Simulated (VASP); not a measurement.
# BiN with r2SCAN: from relaxation to properties, part 3 of 4

Aim: relax BiN, then compute properties on the relaxed cell. The cell is invented: it takes the structure of a Materials Project entry for GaN (space group 216 there), with some of its atoms replaced by other elements, volume scaled by an estimate. It may not be a known or stable phase.

VASP 6.6.1, plane waves and PAW; the level of theory is named at each step.

So far. Step 4 (Density, ELF and potential (r2SCAN)): In this run the pressure is 0.01 GPa, small enough to go on. Step 5 (Band structure (r2SCAN)): There is no gap at this level. The relaxed cell has a = 5.520 Å (conventional setting).

## 6. Density of states (r2SCAN)

Level of this step: r2SCAN; plane waves and PAW (Bi_d, N); invented cell (VASP).

Here the states are counted by energy and projected on the atoms. The mesh is finer than in the run before.

INCAR

```
SYSTEM = BiN
PREC = Accurate
ENCUT = 520
EDIFF = 1E-06
NELM = 100
ISMEAR = -5
SIGMA = 0.05
LREAL = .FALSE.
ALGO = Normal
METAGGA = R2SCAN
LASPH = .TRUE.
LORBIT = 11
LWAVE = .FALSE.
LCHARG = .FALSE.
NEDOS = 2001
```

POSCAR

```
BiN
1.0
    0.0000000000      2.7601193961      2.7601193961
    2.7601193961      0.0000000000      2.7601193961
    2.7601193961      2.7601193961      0.0000000000
Bi N
1 1
Direct
    0.0000000000      0.0000000000      0.0000000000
    0.2500000000      0.2500000000      0.2500000000
```

KPOINTS

```
Automatic mesh
0
Gamma
12 12 12
0 0 0
```

PAW data sets: Bi_d and N (PBE family, release 64).

On the command line:

```sh
> mpirun -np 1 vasp_std
```

Output:

```text
[... set-up lines as in an earlier step ...]
 entering main loop
       N       E                     dE             d eps       ncg     rms          rms(c)
DAV:   1     0.109542700305E+03    0.10954E+03   -0.11174E+04  2034   0.167E+03
DAV:   2    -0.587136276870E+02   -0.16826E+03   -0.16493E+03  2268   0.418E+02
DAV:   3    -0.733873889547E+02   -0.14674E+02   -0.14540E+02  2400   0.124E+02
DAV:   4    -0.737450269173E+02   -0.35764E+00   -0.35745E+00  2298   0.229E+01
DAV:   5    -0.737575151863E+02   -0.12488E-01   -0.12488E-01  2748   0.391E+00    0.826E+00
DAV:   6    -0.659341504470E+02    0.78234E+01   -0.17454E+01  2900   0.424E+01    0.416E+00
DAV:   7    -0.658807097044E+02    0.53441E-01   -0.18868E+00  2158   0.920E+00    0.168E+00
DAV:   8    -0.658675033120E+02    0.13206E-01   -0.21211E-01  2320   0.571E+00    0.442E-01
DAV:   9    -0.658658429299E+02    0.16604E-02   -0.12048E-02  2756   0.135E+00    0.210E-01
DAV:  10    -0.658659730991E+02   -0.13017E-03   -0.38183E-03  2438   0.964E-01    0.859E-02
DAV:  11    -0.658659308146E+02    0.42284E-04   -0.44177E-04  2442   0.350E-01    0.250E-02
DAV:  12    -0.658659187129E+02    0.12102E-04   -0.70260E-05  2064   0.808E-02    0.888E-03
DAV:  13    -0.658659289748E+02   -0.10262E-04   -0.70755E-06  2364   0.256E-02    0.377E-03
DAV:  14    -0.658659305609E+02   -0.15861E-05   -0.96519E-07  1068   0.136E-02    0.100E-03
DAV:  15    -0.658659293600E+02    0.12009E-05   -0.20233E-07  1038   0.463E-03    0.283E-04
DAV:  16    -0.658659292850E+02    0.74979E-07   -0.56643E-08  1026   0.289E-03
   1 F= -.65865929E+02 E0= -.65865929E+02  d E =0.000000E+00
 -----------------------------------------------------------------------------
|                                                                             |
|           W    W    AA    RRRRR   N    N  II  N    N   GGGG   !!!           |
|           W    W   A  A   R    R  NN   N  II  NN   N  G    G  !!!           |
|           W    W  A    A  R    R  N N  N  II  N N  N  G       !!!           |
|           W WW W  AAAAAA  RRRRR   N  N N  II  N  N N  G  GGG   !            |
|           WW  WW  A    A  R   R   N   NN  II  N   NN  G    G                |
|           W    W  A    A  R    R  N    N  II  N    N   GGGG   !!!           |
|                                                                             |
|     Tetrahedron method does not include variations of the Fermi             |
|     occupations, so forces and stress will be inaccurate. We suggest        |
|     using a different smearing scheme ISMEAR = 1 or 2 for metals in         |
|     relaxations.                                                            |
|                                                                             |
 -----------------------------------------------------------------------------
```

The job ended after 90 s (1 MPI rank of Intel Xeon 6975P-C (Granite Rapids), shared host; peak memory 0.19 GiB).

From OUTCAR (step 6):

```text
   k-points           NKPTS =     72   k-points in BZ     NKDIM =     72   number of bands    NBANDS=     14

   NELECT =      20.0000    total number of electrons

 E-fermi :   6.4124

 k-point     1 :       0.0000    0.0000    0.0000
  band No.  band energies     occupation
    ...
      6     -10.4225      2.00000
      7      -1.0992      2.00000
      8       4.1616      2.00000
      9       4.1616      2.00000
     10       4.1616      2.00000
     11       9.5346      0.00000
     12       9.5346      0.00000
     13       9.5346      0.00000
     14      13.0955      0.00000

  Total       -0.0588956     -0.0588956     -0.0588956      0.0000000     -0.0000000      0.0000000
  in kB       -2.2437782     -2.2437782     -2.2437782      0.0000000     -0.0000000      0.0000000
  external PRESSURE =      -2.2437782 kB  Pullay stress =       0.0000000 kB

  FREE ENERGIE OF THE ION-ELECTRON SYSTEM (eV)
  ---------------------------------------------------
  free  energy   TOTEN  =       -65.8659292850 eV

  energy  without entropy=      -65.8659292850  energy(sigma->0) =      -65.86592928

[... 7 parts as in an earlier step ...]

[... 10 further parts left out ...]
```

With tetrahedra the forces and stress of a metal are not exact derivatives of the energy.

This step gave:

```yaml
scf_cycles: 16
irreducible_k_points: 72
free_energy_toten: -65.8659 eV
fermi_energy: 6.412 eV
pressure: -0.2244 GPa
dos_at_the_fermi_level: 0.5807 states/eV/cell
```

The density of states has structure finer than the step of the table below, so its rows give means over 1 eV, whole bins alone (the curve runs from -12.0 to 6.19 eV). Peaks (eV: height): total -11.1: 2.12, -5.1: 1.91, -4.4: 1.98, 3.7: 3.11; N p -5.1: 0.501, -3.2: 0.687, -0.5: 0.569, 3.7: 0.480; Bi p -5.1: 0.434, -4.4: 0.415, 2.1: 0.295, 3.7: 1.20; Bi s -11.1: 1.45; N s -10.6: 0.178, -0.5: 0.0675, 3.2: 0.0447.

States under -12.0 eV and over 6.2 eV are left out. The density of states by energy, zero at the Fermi level; means over each step; values in states/eV/cell:

```tsv
energy (eV)	total	N p	Bi p	Bi s	N s
-11	1.06	0.0590	0.0135	0.657	0.0627
-10	0.622	0.0327	0.0138	0.328	0.0900
-9	0.254	0.0108	0.00448	0.121	0.0575
-8	0.0880	0.00214	7.5e-4	0.0402	0.0257
-7	0	0	0	0	7.5e-7
-6	0	0	0	0	0
-5	1.13	0.310	0.251	0.0111	0.00534
-4	1.71	0.589	0.337	0.0134	0.00720
-3	1.12	0.470	0.172	0.00531	0.00314
-2	0.522	0.205	0.0615	0.0315	0.0199
-1	0.997	0.375	0.111	0.0877	0.0417
0	0.705	0.241	0.0769	0.0679	0.0190
1	0.467	0.0836	0.107	0.0177	0.0139
2	1.04	0.234	0.220	0.0263	0.0191
3	1.06	0.228	0.303	0.0118	0.0292
4	1.86	0.315	0.714	0.00359	0.0171
5	1.13	0.298	0.394	1.6e-4	0.00358
```

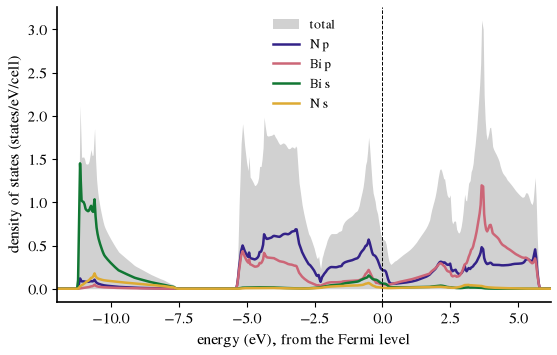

Density of states against energy.

The finer mesh and the other smearing move the Fermi level by -0.04 eV from the 8×8×8 run, a small shift, which tests the Fermi level alone. Of the states within 0.3 eV of the Fermi level, the largest shares in the PAW spheres are N p 37 %, Bi s 11 % and Bi p 9 %. The rest lies in smaller channels or between the spheres.

## 7. Band structure (r2SCAN + SOC)

This step: r2SCAN, spin-orbit coupling; plane waves and PAW (Bi_d, N); invented cell (VASP 6.6.1).

Levels along the symmetry lines show where the bands peak and cross; KPOINTS_OPT computes them in the converged potential. Spin-orbit coupling needs spinors and the noncollinear program, where each band holds one electron.

INCAR

```
SYSTEM = BiN
PREC = Accurate
ENCUT = 520
EDIFF = 1E-06
NELM = 100
ISMEAR = 0
SIGMA = 0.05
LREAL = .FALSE.
ALGO = Normal
METAGGA = R2SCAN
LASPH = .TRUE.
LNONCOLLINEAR = .TRUE.
MAGMOM = 0 0 0 0 0 0
NBANDS = 32
GGA_COMPAT = .FALSE.
LSORBIT = .TRUE.
LORBIT = 11
LWAVE = .FALSE.
LCHARG = .FALSE.
```

POSCAR is that of step 6.

KPOINTS

```
Automatic mesh
0
Gamma
7 7 7
0 0 0
```

KPOINTS_OPT

```
Line mode
16
Line-mode
Reciprocal
  0.00000000   0.00000000   0.00000000 GAMMA
  0.50000000   0.00000000   0.50000000 X

  0.50000000   0.00000000   0.50000000 X
  0.50000000   0.25000000   0.75000000 W

  0.50000000   0.25000000   0.75000000 W
  0.37500000   0.37500000   0.75000000 K

  0.37500000   0.37500000   0.75000000 K
  0.00000000   0.00000000   0.00000000 GAMMA

  0.00000000   0.00000000   0.00000000 GAMMA
  0.50000000   0.50000000   0.50000000 L

  0.50000000   0.50000000   0.50000000 L
  0.62500000   0.25000000   0.62500000 U

  0.62500000   0.25000000   0.62500000 U
  0.50000000   0.25000000   0.75000000 W

  0.50000000   0.25000000   0.75000000 W
  0.50000000   0.50000000   0.50000000 L

  0.50000000   0.50000000   0.50000000 L
  0.37500000   0.37500000   0.75000000 K

  0.62500000   0.25000000   0.62500000 U
  0.50000000   0.00000000   0.50000000 X
```

On the command line:

```sh
> mpirun -np 1 vasp_ncl
```

Output:

```text
[... set-up lines as in an earlier step ...]
 entering main loop
       N       E                     dE             d eps       ncg     rms          rms(c)
DAV:   1     0.171713165370E+03    0.17171E+03   -0.10102E+04  1936   0.150E+03
DAV:   2    -0.441028874748E+02   -0.21582E+03   -0.20571E+03  1952   0.456E+02
DAV:   3    -0.727185711472E+02   -0.28616E+02   -0.27834E+02  2368   0.164E+02
DAV:   4    -0.740990366478E+02   -0.13805E+01   -0.13775E+01  2264   0.382E+01
DAV:   5    -0.741604122303E+02   -0.61376E-01   -0.61371E-01  2984   0.772E+00    0.800E+00
DAV:   6    -0.664842816757E+02    0.76761E+01   -0.11389E+01  2656   0.369E+01    0.373E+00
DAV:   7    -0.664528428722E+02    0.31439E-01   -0.16276E+00  2128   0.922E+00    0.169E+00
DAV:   8    -0.664334141037E+02    0.19429E-01   -0.88220E-02  2288   0.205E+00    0.162E+00
DAV:   9    -0.665147574930E+02   -0.81343E-01   -0.44553E-01  2560   0.340E+00    0.317E+00
DAV:  10    -0.667695655868E+02   -0.25481E+00   -0.38976E-01  2096   0.377E+00    0.566E+00
DAV:  11    -0.665152512832E+02    0.25431E+00   -0.34688E+00  2048   0.135E+01    0.295E+00
DAV:  12    -0.666020104674E+02   -0.86759E-01   -0.36159E-01  2224   0.442E+00    0.393E+00
DAV:  13    -0.664568092522E+02    0.14520E+00   -0.25919E-01  2192   0.320E+00    0.168E+00
DAV:  14    -0.664352131891E+02    0.21596E-01   -0.28967E-01  2576   0.365E+00    0.571E-01
DAV:  15    -0.664323590881E+02    0.28541E-02   -0.34227E-02  1960   0.126E+00    0.808E-02
DAV:  16    -0.664334764261E+02   -0.11173E-02   -0.77611E-03  2080   0.718E-01    0.361E-01
DAV:  17    -0.664329741764E+02    0.50225E-03   -0.97810E-04  2280   0.254E-01    0.257E-01
DAV:  18    -0.664324554377E+02    0.51874E-03   -0.27195E-03  2120   0.387E-01    0.401E-02
DAV:  19    -0.664324608764E+02   -0.54387E-05   -0.19456E-04  2304   0.108E-01    0.202E-02
DAV:  20    -0.664324619980E+02   -0.11216E-05   -0.18476E-05  2000   0.314E-02    0.118E-02
DAV:  21    -0.664324620192E+02   -0.21205E-07   -0.69084E-06  2288   0.295E-02
   1 F= -.66432462E+02 E0= -.66431872E+02  d E =-.118025E-02  mag=     0.0000     0.0000    -0.0000
 Start KPOINTS_OPT (optional k-point list driver)
k-point batch [1-30\160]
       N       E                     dE             ncg
DAV:   1     0.182250085626E+04   -0.13348E+05     1920
DAV:   2    -0.451086782950E+04   -0.63334E+04     1928
DAV:   3    -0.528013335512E+04   -0.76927E+03     2312
DAV:   4    -0.531553376596E+04   -0.35400E+02     2248
DAV:   5    -0.531709758903E+04   -0.15638E+01     2952
DAV:   6    -0.531712248513E+04   -0.24896E-01     2384
DAV:   7    -0.531712335832E+04   -0.87320E-03     2984
DAV:   8    -0.531712336986E+04   -0.11535E-04     2384
DAV:   9    -0.531712337013E+04   -0.27498E-06     1648
[...]
k-point batch [151-160\160]
       N       E                     dE             ncg
DAV:   1     0.143092503298E+05   -0.65710E+04      640
DAV:   2     0.122536821694E+05   -0.20556E+04      640
DAV:   3     0.120154329957E+05   -0.23825E+03      808
DAV:   4     0.120055507683E+05   -0.98822E+01      776
DAV:   5     0.120051325952E+05   -0.41817E+00     1000
DAV:   6     0.120051280646E+05   -0.45306E-02      808
DAV:   7     0.120051278733E+05   -0.19132E-03     1000
DAV:   8     0.120051278706E+05   -0.26655E-05      760
DAV:   9     0.120051278705E+05   -0.70693E-07      544
```

It took 19 min on 1 MPI rank; peak memory 0.36 GiB.

OUTCAR, selected parts (step 7):

```text
   k-points           NKPTS =     30   k-points in BZ     NKDIM =     30   number of bands    NBANDS=     32

   NELECT =      20.0000    total number of electrons

 E-fermi :   6.4255

 k-point     1 :       0.0000    0.0000    0.0000
  band No.  band energies     occupation
    ...
     16       3.8734      1.00000
     17       4.1659      1.00000
     18       4.1659      1.00000
     19       4.1659      1.00000
     20       4.1659      1.00000
     21       7.8498      0.00000
     22       7.8498      0.00000
     23      10.3176      0.00000
     24      10.3176      0.00000
     25      10.3176      0.00000
    ...

  Total        0.1328961      0.1328961      0.1328961      0.0000000     -0.0000000     -0.0000000
  in kB        5.0630149      5.0630149      5.0630149      0.0000000     -0.0000000     -0.0000000
  external PRESSURE =       5.0630149 kB  Pullay stress =       0.0000000 kB

 POSITION                                       TOTAL-FORCE (eV/Angst)
 -----------------------------------------------------------------------------------
      0.00000      0.00000      0.00000        -0.000000     -0.000000     -0.000000
      1.38006      1.38006      1.38006         0.000000      0.000000      0.000000
 -----------------------------------------------------------------------------------
    total drift:                               -0.000000     -0.000000     -0.000000

  FREE ENERGIE OF THE ION-ELECTRON SYSTEM (eV)
  ---------------------------------------------------
  free  energy   TOTEN  =       -66.4324620192 eV

  energy  without entropy=      -66.4312817734  energy(sigma->0) =      -66.43187190

 Spin-Orbit-Coupling matrix elements
 Ion:    1  E_soc:     -1.2187977
 Ion:    2  E_soc:     -0.0010937

 magnetization (x)
# of ion       s       p       d       tot
------------------------------------------
    1        0.000   0.000  -0.000   0.000
    2       -0.000   0.000   0.000   0.000
--------------------------------------------------
tot          0.000   0.000  -0.000   0.000

 magnetization (y)
# of ion       s       p       d       tot
------------------------------------------
    1        0.000   0.000  -0.000   0.000
    2       -0.000   0.000   0.000   0.000
--------------------------------------------------
tot          0.000   0.000  -0.000   0.000

 magnetization (z)
# of ion       s       p       d       tot
------------------------------------------
    1        0.000   0.000   0.000   0.000
    2       -0.000   0.000   0.000   0.000
--------------------------------------------------
tot          0.000   0.000   0.000   0.000

[... 6 parts as in an earlier step ...]

[... 10 further parts left out ...]
```

Numbers from this step:

```
SCF cycles              : 21
bands                   : 32
irreducible k-points    : 30
free energy (TOTEN)     : -66.4325 eV
energy at zero smearing : -66.4319 eV
Fermi energy            : 6.426 eV
pressure                : 0.5063 GPa
```

On-site spin-orbit energy by atom:

```tsv
atom	on-site spin-orbit energy (eV)
Bi1	-1.22
N2	0.00
```

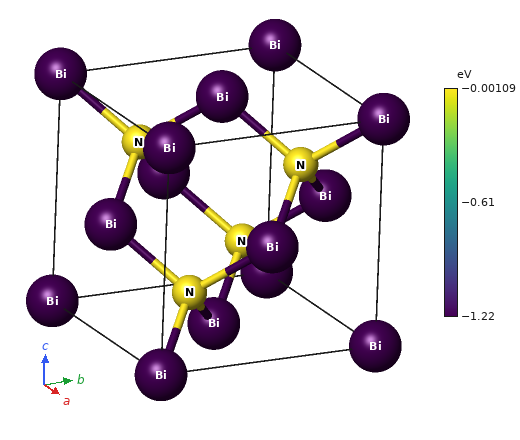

Atoms coloured by on-site spin-orbit energy. Bonds to atoms that aren't drawn are left out. Some periodic images of atoms are drawn too.

Electronic bands along the path, in eV, zero at the Fermi level; # counts the bands kept, so #1 is VASP's band 13:

```tsv
point	#5	#6	#7	#8	#9	#10	#11	#12
Γ	-2.26	-2.26	-2.26	-2.26	1.42	1.42	3.89	3.89
X	-4.20	-4.20	-0.83	-0.83	-0.40	-0.40	5.15	5.15
W	-4.79	-4.69	0.26	0.27	1.50	1.95	2.22	3.04
K	-4.13	-4.01	-0.64	-0.50	1.01	1.22	3.75	4.46
Γ	-2.26	-2.26	-2.26	-2.26	1.42	1.42	3.89	3.89
L	-3.03	-3.03	-2.94	-2.94	2.68	2.68	3.56	3.56
U	-4.13	-4.01	-0.64	-0.50	1.01	1.22	3.75	4.46
W	-4.79	-4.69	0.26	0.27	1.50	1.95	2.22	3.04
L	-3.03	-3.03	-2.94	-2.94	2.68	2.68	3.56	3.56
K	-4.13	-4.01	-0.64	-0.50	1.01	1.22	3.75	4.46
jump to U	-4.13	-4.01	-0.64	-0.50	1.01	1.22	3.75	4.46
X	-4.20	-4.20	-0.83	-0.83	-0.40	-0.40	5.15	5.15
```

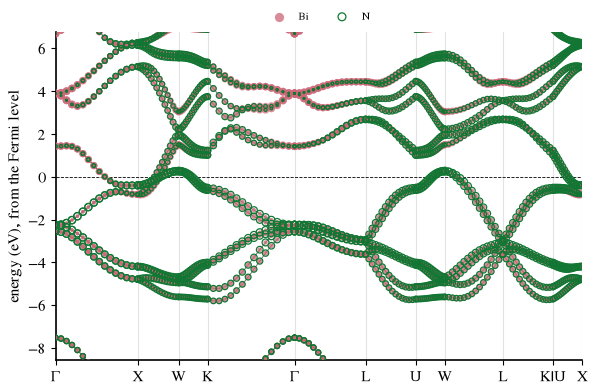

Electronic bands along the path; dots are coloured as in the legend, and their area grows with the weight.

At these settings, which differ from those of the relaxation, the cell is under a pressure of 0.5 GPa.

(Continued in part 4 of 4.)

[Lines on the potential files, build, host, timing and source positions are cut from VASP's logs without a mark.]

[Logs are printed without paths, hosts, clocks, repeated set-up lines and the standing remarks that a program may print on its own settings, such as how far it seeks lower states.]

[Hosts, paths, dates, database ids (printed as entryN), source tags and the programs' standing remarks are cut or masked in the printed files.]

[A measured line is paired with the nearest computed mode of its activity, which favours agreement.]
